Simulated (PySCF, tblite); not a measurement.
**C6H7Cl: a rotation path, then NMR shifts on frames, part 1 of 2**

How do NMR shifts of C6H7Cl (`C#CCC(=C)CCl`) change as the atoms move?

The runs use tblite 0.8.0 and PySCF 2.14.0, with density-fitted response routines of our own; the level of theory stands in each step. All values are computed, except where a source is named. Atoms are numbered from 0 throughout.

## (1) The molecule as given

14 atoms, charge 0, multiplicity 1; geometry from: GFN2-xTB.

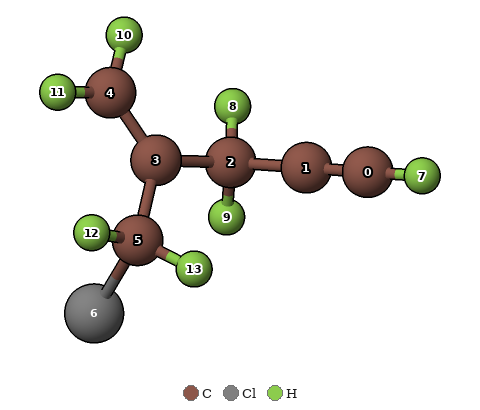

The starting geometry (carbon brown, chlorine grey, hydrogen green), atoms numbered.

## (2) A band between two rotamers with GFN2-xTB

The job: settings as JSON, then the geometry in Å.

```
{"job": {"kind": "neb", "xc": "GFN2-xTB", "basis": "xTB", "atoms": [2, 3, 5, 6], "turn": 120}, "charge": 0, "multiplicity": 1}
C     -2.765032    -0.375410    -0.020631
C     -1.662973    -0.415016    -0.484565
C     -0.309379    -0.448787    -1.007991
C      0.673440    -0.126833     0.089036
C      1.479884    -1.032092     0.619227
C      0.668758     1.296286     0.541623
Cl     1.444221     2.331272    -0.711588
H     -3.739625    -0.351739     0.366287
H     -0.109521    -1.439502    -1.421860
H     -0.220763     0.293123    -1.807808
H      1.477332    -2.057147     0.290154
H      2.170472    -0.785154     1.407607
H      1.240238     1.438201     1.457267
H     -0.347731     1.672325     0.661076
```

With the program's defaults for keys left out, this is: GFN2-xTB climbing-image nudged elastic band, gas phase.

Started as:

```bash
$ OMP_NUM_THREADS=1 python probes_run.py task.json out
```

The driver reads the jobs from task.json and runs them one after another.

Output:

```text
image   E - E0 / eV
  0       0.0000
  1       0.0164
  2       0.0595
  3       0.1036
  4       0.1289
  5       0.1309
  6       0.1134
  7       0.0871
  8       0.0572
```

It took 5 s on 1 thread of Intel Xeon Platinum 8375C at 2.90GHz, shared host; peak memory 0.18 GiB.

The final band, with the dihedral C2–C3–C5–Cl6:

| image | dihedral (°) | energy (eV) | energy (kcal/mol) |
| --- | --- | --- | --- |
| 0 | -73 | 0.000 | 0.0 |
| 1 | -57 | 0.016 | 0.4 |
| 2 | -40 | 0.059 | 1.4 |
| 3 | -22 | 0.104 | 2.4 |
| 4 | -3 | 0.129 | 3.0 |
| 5 | 16 | 0.131 | 3.0 |
| 6 | 35 | 0.113 | 2.6 |
| 7 | 55 | 0.087 | 2.0 |
| 8 | 67 | 0.057 | 1.3 |

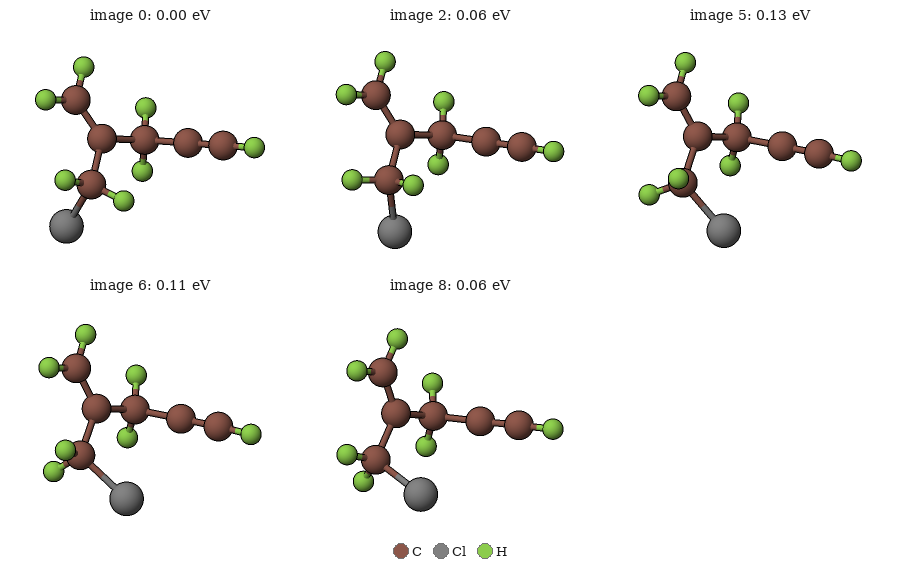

Images along the band.

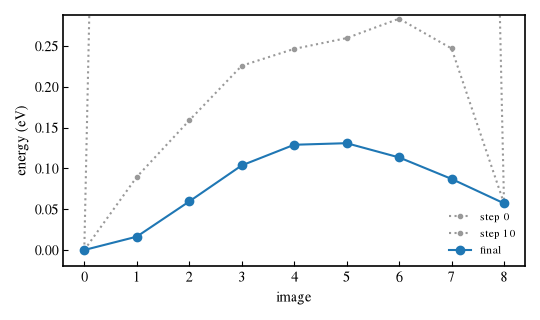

Energy along the band, early and final.

## (3) Shielding tensors: image 0, PBE0/pcSseg-1

The job: settings as JSON, then the geometry in Å.

```
{"job": {"kind": "nmr", "xc": "PBE0", "basis": "pcSseg-1", "pop": false}, "charge": 0, "multiplicity": 1}
C     -2.765000    -0.375400    -0.020600
C     -1.663000    -0.415000    -0.484600
C     -0.309400    -0.448800    -1.008000
C      0.673400    -0.126800     0.089000
C      1.479900    -1.032100     0.619200
C      0.668800     1.296300     0.541600
Cl     1.444200     2.331300    -0.711600
H     -3.739600    -0.351700     0.366300
H     -0.109500    -1.439500    -1.421900
H     -0.220800     0.293100    -1.807800
H      1.477300    -2.057100     0.290200
H      2.170500    -0.785200     1.407600
H      1.240200     1.438200     1.457300
H     -0.347700     1.672300     0.661100
```

With the program's defaults for keys left out, this is: GIAO PBE0/pcSseg-1 NMR shielding, non-relativistic, gas phase.

Output:

```text
coarse grid: 12480 points
cycle   1  E = -692.3836154237  dE =  8.634e-01  |g| = 4.068e-01  |ddm| = 3.535e+00
cycle   2  E = -692.3883894088  dE = -4.774e-03  |g| = 3.959e-01  |ddm| = 9.101e-01
cycle   3  E = -692.4243823076  dE = -3.599e-02  |g| = 1.199e-01  |ddm| = 4.192e-01
cycle   4  E = -692.4276507304  dE = -3.268e-03  |g| = 4.350e-02  |ddm| = 1.266e-01
cycle   5  E = -692.4280589276  dE = -4.082e-04  |g| = 1.554e-02  |ddm| = 3.880e-02
cycle   6  E = -692.4281140944  dE = -5.517e-05  |g| = 4.166e-03  |ddm| = 1.422e-02
cycle   7  E = -692.4281181069  dE = -4.013e-06  |g| = 1.221e-03  |ddm| = 3.941e-03
final grid: 116600 points
cycle   8  E = -692.4704828615  dE = -3.941e-05  |g| = 6.896e-03  |ddm| = 4.112e-02
cycle   9  E = -692.4704792029  dE =  3.659e-06  |g| = 7.693e-03  |ddm| = 1.477e-02
cycle  10  E = -692.4704938362  dE = -1.463e-05  |g| = 2.075e-03  |ddm| = 8.786e-03
cycle  11  E = -692.4704948214  dE = -9.852e-07  |g| = 4.682e-04  |ddm| = 1.880e-03
cycle  12  E = -692.4704948664  dE = -4.503e-08  |g| = 1.873e-04  |ddm| = 4.552e-04
cycle  13  E = -692.4704948745  dE = -8.052e-09  |g| = 5.021e-05  |ddm| = 1.569e-04
cycle  14  E = -692.4704948751  dE = -6.153e-10  |g| = 1.201e-05  |ddm| = 5.556e-05
converged SCF energy = -692.4704948751

GIAO shielding tensors (ppm)
atom      isotropic    diamagn.    paramagn.     s11        s22        s33       span
  0 C      110.303     256.691    -146.388     35.169     43.421    252.319    217.150
  1 C      100.410     265.830    -165.419      0.658      5.413    295.160    294.501
  2 C      160.810     242.998     -82.188    144.952    161.524    175.955     31.003
  3 C       34.961     260.415    -225.454    -89.195     40.134    153.943    243.138
  4 C       62.692     251.769    -189.076    -38.581     80.610    146.048    184.629
  5 C      134.031     243.952    -109.921    109.334    137.814    154.946     45.612
  6 Cl     826.830    1145.621    -318.791    610.786    786.575   1083.129    472.342
  7 H       30.245      33.925      -3.680     24.876     25.224     40.634     15.759
  8 H       28.802      28.403       0.399     24.033     27.973     34.398     10.365
  9 H       28.145      26.824       1.321     24.129     28.078     32.228      8.098
 10 H       26.333      30.683      -4.350     23.212     24.946     30.842      7.630
 11 H       26.229      30.351      -4.122     22.926     24.941     30.820      7.893
 12 H       27.661      29.371      -1.710     22.215     27.071     33.698     11.483
 13 H       27.066      28.626      -1.560     22.733     26.094     32.372      9.639
```

It took 18 s on 1 thread of Intel Xeon Platinum 8375C at 2.90GHz, shared host; peak memory 0.73 GiB.

Shifts follow as δ = σ(reference) − σ, with reference shieldings (ppm) from runs at the same level and on the same kind of geometry: ¹H TMS 31.72, ¹³C TMS 186.9, ³⁵Cl HCl 950. The references are single molecules in the gas phase. Each atom is listed at this fixed geometry, with no averaging over motion; a spectrum would average atoms that exchange fast.

| atoms | environment | σ (ppm) | δ (ppm) |
| --- | --- | --- | --- |
| C3 | fully substituted alkene carbon | 35.0 | 152.0 |
| C4 | terminal =CH2 carbon | 62.7 | 124.2 |
| C1 | alkyne carbon | 100.4 | 86.5 |
| C0 | terminal alkyne carbon | 110.3 | 76.6 |
| C5 | allylic sp3 CH2 bonded to Cl | 134.0 | 52.9 |
| C2 | allylic sp3 CH2 | 160.8 | 26.1 |
| H11 | hydrogen on a terminal =CH2 carbon | 26.23 | 5.49 |
| H10 | hydrogen on a terminal =CH2 carbon | 26.33 | 5.38 |
| H13 | hydrogen on an allylic sp3 CH2 bonded to Cl | 27.07 | 4.65 |
| H12 | hydrogen on an allylic sp3 CH2 bonded to Cl | 27.66 | 4.06 |
| H9 | hydrogen on an allylic sp3 CH2 | 28.15 | 3.57 |
| H8 | hydrogen on an allylic sp3 CH2 | 28.80 | 2.92 |
| H7 | hydrogen on a terminal alkyne carbon | 30.24 | 1.47 |
| Cl6 | chlorine bonded to C | 827 | 123 |

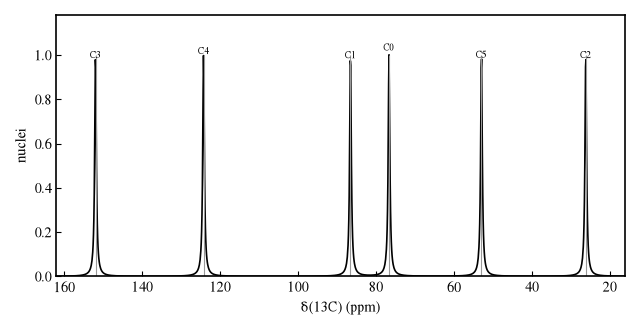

¹³C lines at the computed shifts, without couplings. Lines are broadened to a width of 0.50 ppm (Lorentzian).

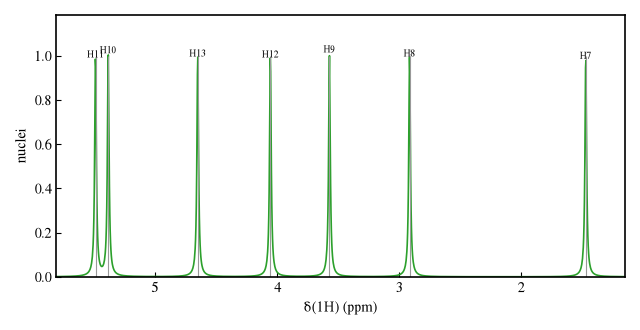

¹H lines at the computed shifts, without couplings. Lines are broadened to a width of 0.02 ppm (Lorentzian).

## (4) Shielding tensors: image 2, PBE0/pcSseg-1

The job: settings as JSON, then the geometry in Å.

```
{"job": {"kind": "nmr", "xc": "PBE0", "basis": "pcSseg-1", "pop": false}, "charge": 0, "multiplicity": 1}
C     -2.741400    -0.262800    -0.163100
C     -1.620300    -0.365500    -0.566800
C     -0.248300    -0.482800    -1.023600
C      0.705600    -0.143800     0.091900
C      1.450500    -1.063500     0.684300
C      0.721000     1.278300     0.568600
Cl     0.590600     2.470200    -0.760700
H     -3.731600    -0.180600     0.172100
H     -0.071700    -1.502600    -1.373200
H     -0.097400     0.205800    -1.859900
H      1.405100    -2.099100     0.394500
H      2.120200    -0.823500     1.492700
H      1.648200     1.501100     1.096200
H     -0.131200     1.468300     1.224800
```

Method: GIAO PBE0/pcSseg-1 NMR shielding, non-relativistic, gas phase.

Output:

```text
coarse grid: 12480 points
cycle   1  E = -692.3802368768  dE =  8.753e-01  |g| = 4.114e-01  |ddm| = 3.566e+00
cycle   2  E = -692.3838674137  dE = -3.631e-03  |g| = 4.060e-01  |ddm| = 9.312e-01
cycle   3  E = -692.4218380742  dE = -3.797e-02  |g| = 1.222e-01  |ddm| = 4.377e-01
cycle   4  E = -692.4252648708  dE = -3.427e-03  |g| = 4.306e-02  |ddm| = 1.307e-01
cycle   5  E = -692.4256563733  dE = -3.915e-04  |g| = 1.644e-02  |ddm| = 3.951e-02
cycle   6  E = -692.4257185627  dE = -6.219e-05  |g| = 4.177e-03  |ddm| = 1.491e-02
cycle   7  E = -692.4257226527  dE = -4.090e-06  |g| = 1.137e-03  |ddm| = 4.020e-03
final grid: 116600 points
cycle   8  E = -692.4683115183  dE = -3.779e-05  |g| = 6.935e-03  |ddm| = 4.244e-02
cycle   9  E = -692.4683071812  dE =  4.337e-06  |g| = 7.880e-03  |ddm| = 1.518e-02
cycle  10  E = -692.4683223872  dE = -1.521e-05  |g| = 2.238e-03  |ddm| = 9.299e-03
cycle  11  E = -692.4683235352  dE = -1.148e-06  |g| = 4.949e-04  |ddm| = 1.993e-03
cycle  12  E = -692.4683235874  dE = -5.214e-08  |g| = 1.760e-04  |ddm| = 4.954e-04
cycle  13  E = -692.4683235944  dE = -7.043e-09  |g| = 4.859e-05  |ddm| = 1.532e-04
cycle  14  E = -692.4683235950  dE = -5.738e-10  |g| = 1.186e-05  |ddm| = 5.721e-05
converged SCF energy = -692.4683235950

GIAO shielding tensors (ppm)
atom      isotropic    diamagn.    paramagn.     s11        s22        s33       span
  0 C      110.257     256.995    -146.738     35.046     43.748    251.977    216.931
  1 C      101.439     265.593    -164.155      1.973      6.393    295.951    293.977
  2 C      160.350     242.589     -82.239    146.402    159.738    174.911     28.509
  3 C       35.072     260.432    -225.361    -87.076     44.630    147.662    234.738
  4 C       66.747     251.637    -184.890    -35.812     86.741    149.313    185.125
  5 C      133.486     244.195    -110.710    101.013    137.497    161.947     60.934
  6 Cl     870.306    1146.017    -275.711    720.385    814.743   1075.790    355.405
  7 H       30.258      34.093      -3.835     24.846     25.273     40.655     15.808
  8 H       28.838      28.368       0.471     24.112     27.882     34.522     10.410
  9 H       27.821      26.674       1.148     23.677     28.068     31.719      8.042
 10 H       26.353      30.695      -4.342     23.072     24.902     31.087      8.015
 11 H       26.452      30.406      -3.955     23.373     24.993     30.988      7.615
 12 H       27.515      29.021      -1.506     21.330     27.447     33.768     12.438
 13 H       26.824      28.565      -1.741     22.686     25.626     32.159      9.473
```

It took 18 s on 1 thread of Intel Xeon Platinum 8375C at 2.90GHz, shared host; peak memory 0.76 GiB.

Key values: δ C3 151.9, C4 120.2, C1 85.5, C0 76.7, H10 5.36, H11 5.27 ppm.

(Continued in part 2 of 2.)
